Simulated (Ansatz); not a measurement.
# CH3FO (SMILES OCF): wB97M-V/STO-3G

What is the electronic atomisation energy of CH3FO at wB97M-V/STO-3G? 

The calculation is run with Ansatz 0.2.0.

68 further runs of the same task are left out: 2 that didn't finish, 66 set aside as unsound or not needed.

**1. The system as given**

The species is CH3FO (6 atoms), meant as a singlet with charge 0. As SMILES, `OCF`. The coordinates come from a PBE0-D4/def2-TZVP relaxation. This is one conformer, not always the lowest.

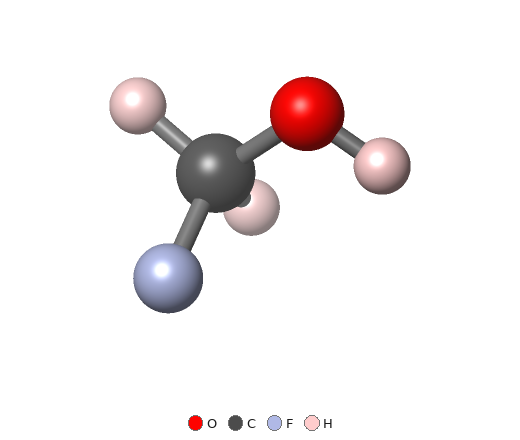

Viewed from a chosen angle; oxygen red, carbon dark grey, fluorine light blue, hydrogen pink.

**2. A single-point energy at wB97M-V/STO-3G**

molecule.yaml reads:

```yaml
crystal:
  periodic: [false, false, false]
  atoms:
    - {symbol: O, position_ang: [-0.794000, -0.697200, -0.247400]}
    - {symbol: C, position_ang: [0.250200, 0.049000, 0.230800]}
    - {symbol: F, position_ang: [-0.094100, 1.383200, 0.323800]}
    - {symbol: H, position_ang: [-0.928700, -0.495100, -1.178000]}
    - {symbol: H, position_ang: [1.136800, 0.004900, -0.412500]}
    - {symbol: H, position_ang: [0.472100, -0.308800, 1.237300]}
basis:
  gaussian: {orbitals: STO-3G}
accuracy: high
hamiltonian: {xc: {name: wB97M-V}}
```

Launch:

```console
$ ansatz run molecule.yaml --threads 1 --pin off --max-ram 2610MiB --events-out events.jsonl --progress --plain --runs-dir runs
```

Output:

```text
Warning: RAYON_NUM_THREADS=1 ignored (pool sized by the plan → 1); use --threads N
Functional definition: wB97M-V
  name "wB97M-V"
  parameter omega = 0.3/bohr
  parameter cx = 0.15
  parameter cx01 = 1.007
  parameter cx10 = 0.259
  parameter css00 = 0.443
  parameter css04 = -1.437
  parameter css10 = -4.535
  parameter css20 = -3.390
  parameter css43 = 4.278
  parameter cos00 = 1.000
  parameter cos10 = 1.358
  parameter cos20 = 2.924
  parameter cos21 = -8.812
  parameter cos60 = -1.390
  parameter cos61 = 9.142
  parameter b = 6.0
  parameter c = 0.01
  gx(w, u) = 1 - cx + cx01*u + cx10*w
  gss(w, u) = css00 + css04*u^4 + css10*w + css20*w^2 + css43*w^4*u^3
  gos(w, u) = cos00 + cos10*w + (cos20 + cos21*u)*w^2 + (cos60 + cos61*u)*w^6
  exchange = spin_sum(e_x_unif_sr(omega)*gx(b97_w, b97_u_x)) + cx*exact_x_sr(omega) + exact_x_lr(omega)
  correlation = spin_sum(e_c_pw_mod_same_spin*gss(b97_w, b97_u_same))
      + integral(e_c_pw_mod_opposite_spin*gos(b97_w_opposite, b97_u_opposite)) + vv10(b, c)
322 factors; integrals over basis functions are off by at most 3.3e-8 eV
139 factors; integrals over basis functions are off by at most 7.5e-10 eV
mean field evaluation 1: about -5765.3778 eV, gradient 2.6e1 eV
mean field evaluation 2: about -5767.0461 eV, gradient 1.5e1 eV
mean field evaluation 4: about -5767.6243 eV, gradient 1.2e-1 eV
mean field evaluation 8: about -5767.6049 eV, gradient 1.9e-3 eV
mean field evaluation 16: about -5767.6049 eV, gradient 6.3e-8 eV
mean field -5767.60489052 eV, -211.9555703038 hartree, gradient 6.3e-8 eV, S^2 0.000000; 0 other end points of the search recorded, 0 dependent functions left out
reference -5767.60489257 eV, -211.9555703791 hartree; 13, 13 occupied and 5, 5 virtual orbitals, 322 factors
Total energy: -5767.60489257 eV, -211.9555703791 hartree
```

It took 19 s on 1 thread of Arm Neoverse V1, shared host; peak memory 0.27 GiB.

**3. The C atom at the same level**

molecule.yaml reads:

```yaml
crystal:
  periodic: [false, false, false]
  atoms:
    - {symbol: C, position_ang: [0.000000, 0.000000, 0.000000]}
basis:
  gaussian:
    orbitals: STO-3G
magnetization:
  spin_polarized: true
  initial_magnetization: 2
hamiltonian:
  xc: {name: wB97M-V}
accuracy: high
```

Launch:

```console
$ ansatz run molecule.yaml --threads 1 --pin off --max-ram 2610MiB --events-out events.jsonl --progress --plain --runs-dir runs
```

Output, cut to the lines that bear on the results:

```text
Warning: RAYON_NUM_THREADS=1 ignored (pool sized by the plan → 1); use --threads N
[... 2 set-up lines as earlier in the session ...]
[...]
  gx(w, u) = 1 - cx + cx01*u + cx10*w
  gss(w, u) = css00 + css04*u^4 + css10*w + css20*w^2 + css43*w^4*u^3
  gos(w, u) = cos00 + cos10*w + (cos20 + cos21*u)*w^2 + (cos60 + cos61*u)*w^6
[...]
      + integral(e_c_pw_mod_opposite_spin*gos(b97_w_opposite, b97_u_opposite)) + vv10(b, c)
15 factors; integrals over basis functions are off by at most 9.8e-10 eV
15 factors; integrals over basis functions are off by at most 5.5e-10 eV
[...]
mean field -1016.30781270 eV, -37.3486232384 hartree, gradient 0.0e0 eV, S^2 2.000000; 0 other end points of the search recorded, 0 dependent functions left out
reference -1016.30781374 eV, -37.3486232768 hartree; 4, 2 occupied and 1, 3 virtual orbitals, 15 factors
Total energy: -1016.30781374 eV, -37.3486232768 hartree
```

Run time: 1.1 s. Hardware: 1 thread of Arm Neoverse V1, shared host; peak memory 0.14 GiB.

**4. The F atom at the same level**

molecule.yaml reads:

```yaml
crystal:
  periodic: [false, false, false]
  atoms:
    - {symbol: F, position_ang: [0.000000, 0.000000, 0.000000]}
basis:
  gaussian:
    orbitals: STO-3G
magnetization:
  spin_polarized: true
  initial_magnetization: 1
hamiltonian:
  xc: {name: wB97M-V}
accuracy: high
```

Run the same way, it converges to -98.28239 Eh (log not shown).

**5. The H atom at the same level**

in.yaml reads:

```yaml
crystal:
  periodic: [false, false, false]
  atoms:
    - symbol: H
      position_ang: [0.000000, 0.000000, 0.000000]
basis:
  gaussian: {orbitals: STO-3G}
magnetization: {spin_polarized: true, initial_magnetization: 1}
accuracy: high
hamiltonian: {xc: {name: wB97M-V}}
```

Launch:

```console
$ ansatz run in.yaml --threads 1 --pin off --max-ram 2610MiB --events-out events.jsonl --progress --plain --runs-dir runs
```

Output, cut to the lines that bear on the results:

```text
Warning: RAYON_NUM_THREADS=1 ignored (pool sized by the plan → 1); use --threads N
[... 2 set-up lines as earlier in the session ...]
[...]
  gx(w, u) = 1 - cx + cx01*u + cx10*w
  gss(w, u) = css00 + css04*u^4 + css10*w + css20*w^2 + css43*w^4*u^3
  gos(w, u) = cos00 + cos10*w + (cos20 + cos21*u)*w^2 + (cos60 + cos61*u)*w^6
[...]
      + integral(e_c_pw_mod_opposite_spin*gos(b97_w_opposite, b97_u_opposite)) + vv10(b, c)
1 factors; integrals over basis functions are off by at most 4.6e-10 eV
1 factors; integrals over basis functions are off by at most 2.9e-10 eV
[...]
mean field -12.42314868 eV, -0.4565422933 hartree, gradient 0.0e0 eV, S^2 0.750000; 0 other end points of the search recorded, 0 dependent functions left out
reference -12.42314998 eV, -0.4565423410 hartree; 1, 0 occupied and 0, 1 virtual orbitals, 1 factors
Total energy: -12.42314998 eV, -0.4565423410 hartree
```

It took 0.3 s on 1 thread of Arm Neoverse V1, shared host.

**6. The O atom at the same level**

input.yaml reads:

```yaml
crystal:
  periodic: [false, false, false]
  atoms:
    - {symbol: O, position_ang: [0.000000, 0.000000, 0.000000]}
basis:
  gaussian:
    orbitals: STO-3G
magnetization:
  spin_polarized: true
  initial_magnetization: 2
hamiltonian:
  xc: {name: wB97M-V}
accuracy: high
```

Run the same way, it converges to -74.04146 Eh (log not shown).

**7. Outcome**

Level: wB97M-V/STO-3G.

```
                     quantity          value
       molecule: total energy  -211.95557 Eh
         C atom: total energy   -37.34862 Eh
                 C atom: ⟨S²⟩          2.000
         F atom: total energy   -98.28239 Eh
                 F atom: ⟨S²⟩          0.750
         H atom: total energy    -0.45654 Eh
                 H atom: ⟨S²⟩          0.750
         O atom: total energy   -74.04146 Eh
                 O atom: ⟨S²⟩          2.000
electronic atomisation energy      24.857 eV
```

What this shows: Taking the molecule apart into free atoms costs 24.86 eV (2398 kJ/mol), before zero-point energy and without spin-orbit coupling. In a minimal basis such a difference can be off by several eV, whatever the method.
